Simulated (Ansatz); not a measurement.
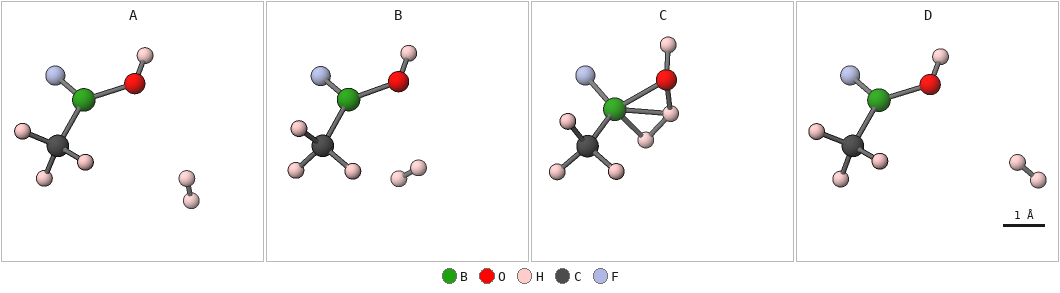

4 geometries from a converged minimum-energy path of CH6BFO, made up at the start of CH₄BFO and H₂, shuffled. A ball-and-stick model, seen at a tilt.

Computed with Ansatz, RHF/6-31G*. Settings: 5 movable images; climbing image; force threshold 0.03 eV/Å; iteration limit 60; starting path through a guess of the saddle point.

Which of them lies highest in energy?

C. In order along the path, whose images run from 0 to 6: D (image 0, 0.0 kcal/mol), A (image 1, +0.1 kcal/mol), B (image 2, +0.6 kcal/mol), C (image 4, +69.1 kcal/mol). Breaking: B–O (1.35 → 2.43 Å), H–H (0.73 → 2.82 Å). Forming: B–H (4.49 → 1.19 Å), H–O (2.97 → 0.95 Å).

Limits of the set-up: the start holds two separate molecules, 3.0 Å apart at their closest, whose relative position is a soft coordinate and is computed without a dispersion correction; Hartree-Fock leaves out electron correlation.
